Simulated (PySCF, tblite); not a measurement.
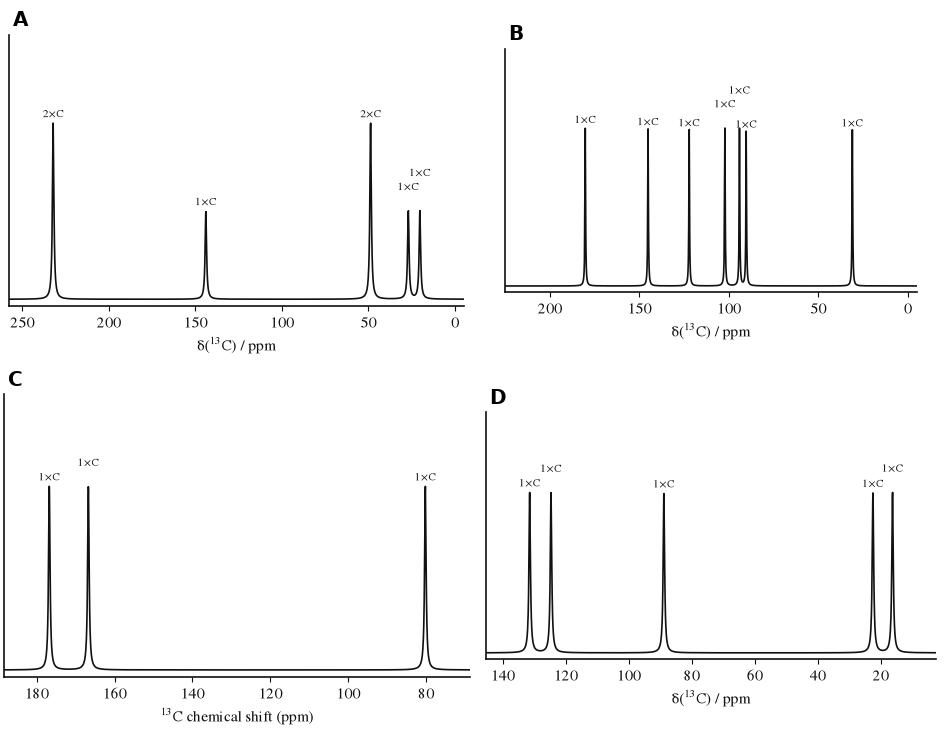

GIAO shifts, PBE0/pcSseg-1 in PySCF, at a GFN2-xTB geometry (a minimum by its frequencies), against TMS for ¹³C computed at the same level. Gas phase, fully decoupled, line heights follow the number of nuclei, widths are arbitrary (no quadrupolar broadening); values of one conformer, averaged over methyl-type rotors and exact or near symmetry; other conformers aren't averaged in.

**Which panel belongs to which molecule?**
1. C₃H₂F₂O₂, SMILES O=C(O)C=C(F)F
2. C₇H₇FO, SMILES C=C[C@](C)(F)C#CC=O
3. C₅H₆ClF, SMILES FC[C@H]1C/C1=C/Cl
4. C₇H₁₁⁺, SMILES C[C@@H]1CC=C[CH+]C1

A: 4 (232.2 (2 C), 143.9 (1 C), 48.7 (2 C), 26.9 (1 C), 20.2 (1 C) ppm)
B: 2 (180.2 (1 C), 145.1 (1 C), 122.1 (1 C), 102.2 (1 C), 94.0 (1 C), 90.3 (1 C), 30.9 (1 C) ppm)
C: 1 (176.7 (1 C), 166.7 (1 C), 80.2 (1 C) ppm)
D: 3 (131.4 (1 C), 124.7 (1 C), 88.8 (1 C), 22.5 (1 C), 16.2 (1 C) ppm)

Caveats, for all or some of the runs: the tight-binding geometry is rougher than a DFT one and adds to the error.
